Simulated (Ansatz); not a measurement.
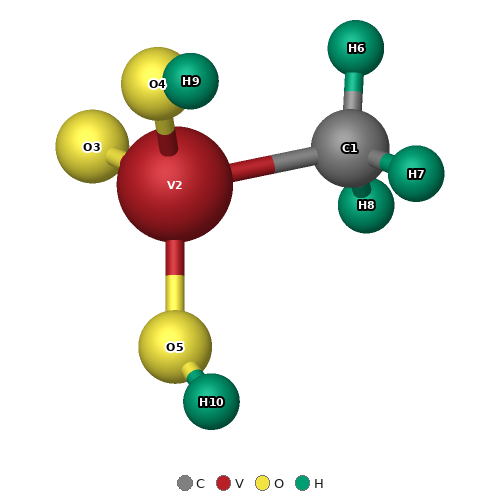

The system is CH₅O₃V, SMILES [CH3][V](=[O])([OH])[OH]; the picture shows the reference structure. The first coordinate is: dihedral C1–V2–O4–H9; the second: dihedral C1–V2–O5–H10. Nothing is relaxed (all other coordinates rigid). Grid: 18 × 18 points; 204 points were computed and 120 follow by symmetry. All energies are given in cm⁻¹ relative to the lowest grid point. Level of theory: Ansatz 0.2.0, RHF/def2-SVP.

Its coordinates:

```yaml
atoms:
  - { symbol: C, position_ang: [-0.7702, -0.8940, -0.6358] }
  - { symbol: V, position_ang: [0.6706, 0.0165, 0.4314] }
  - { symbol: O, position_ang: [1.5746, -1.1185, 0.8455] }
  - { symbol: O, position_ang: [-0.1908, 0.7010, 1.7826] }
  - { symbol: O, position_ang: [1.4292, 1.0766, -0.7250] }
  - { symbol: H, position_ang: [-1.2624, -1.6148, 0.0149] }
  - { symbol: H, position_ang: [-1.4721, -0.1314, -0.9751] }
  - { symbol: H, position_ang: [-0.2963, -1.3910, -1.4804] }
  - { symbol: H, position_ang: [-0.7868, 1.4234, 1.9005] }
  - { symbol: H, position_ang: [1.1874, 1.8810, -1.1555] }
```

Range: dihedral C1–V2–O4–H9 from −180 to 160°; dihedral C1–V2–O5–H10 from −180 to 160°.

Q: What landscape does the calculation give?

A: The lowest grid point is at dihedral C1–V2–O4–H9 = 100°, dihedral C1–V2–O5–H10 = −100°. The bottom of the well lies between grid points, at about dihedral C1–V2–O4–H9 = 110°, dihedral C1–V2–O5–H10 = −110°, about 56 cm⁻¹ lower on the interpolated surface. Higher local minima lie near dihedral C1–V2–O4–H9 = −80°, dihedral C1–V2–O5–H10 = −100° (867 cm⁻¹ above the lowest at that grid point); dihedral C1–V2–O4–H9 = −80°, dihedral C1–V2–O5–H10 = 80° (2237 cm⁻¹ above the lowest at that grid point). The highest grid point, dihedral C1–V2–O4–H9 = 0°, dihedral C1–V2–O5–H10 = 0°, lies 3473 cm⁻¹ above the lowest. On the interpolated surface the easiest way out of the lowest well to the well at about dihedral C1–V2–O4–H9 = 110°, dihedral C1–V2–O5–H10 = 85° passes a barrier of about 1300 cm⁻¹, counted from the interpolated bottom of the well. Round the minimum the contours are nearly round: the two directions are equally stiff and uncoupled.

| dihedral C1–V2–O5–H10 ↓, dihedral C1–V2–O4–H9 → | −180 | −140 | −100 | −60 | −20 | 20 | 60 | 100 | 140 |
| --- | --- | --- | --- | --- | --- | --- | --- | --- | --- |
| 140 | 2608 | 3101 | 2782 | 2579 | 2861 | 2810 | 1956 | 1222 | 1572 |
| 100 | 2252 | 2782 | 2522 | 2333 | 2586 | 2514 | 1662 | 917 | 1234 |
| 60 | 2171 | 2579 | 2333 | 2286 | 2667 | 2624 | 1747 | 990 | 1268 |
| 20 | 2590 | 2861 | 2586 | 2667 | 3203 | 3206 | 2296 | 1521 | 1781 |
| −20 | 2583 | 2810 | 2514 | 2624 | 3206 | 3231 | 2321 | 1545 | 1801 |
| −60 | 1728 | 1956 | 1662 | 1747 | 2296 | 2321 | 1450 | 705 | 959 |
| −100 | 1016 | 1222 | 917 | 990 | 1521 | 1545 | 705 | 0 | 266 |
| −140 | 1359 | 1572 | 1234 | 1268 | 1781 | 1801 | 959 | 266 | 568 |
| −180 | 2278 | 2608 | 2252 | 2171 | 2590 | 2584 | 1728 | 1016 | 1359 |

The table holds every second grid line.

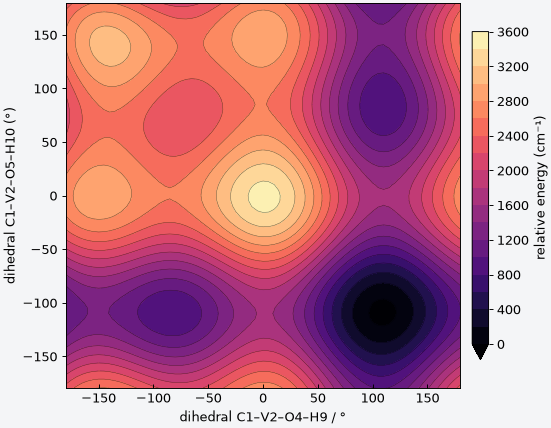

Drawn: filled contours. Between grid points the surface is interpolated.

Each point was launched as `ansatz run input.yaml --threads 1 --pin off --max-ram 2560MiB --backend cpu --events-out ev --progress --plain --runs-dir out`. Time for the 204 points that were run: 21 min on 1 thread of Arm Neoverse N1 (shared host).
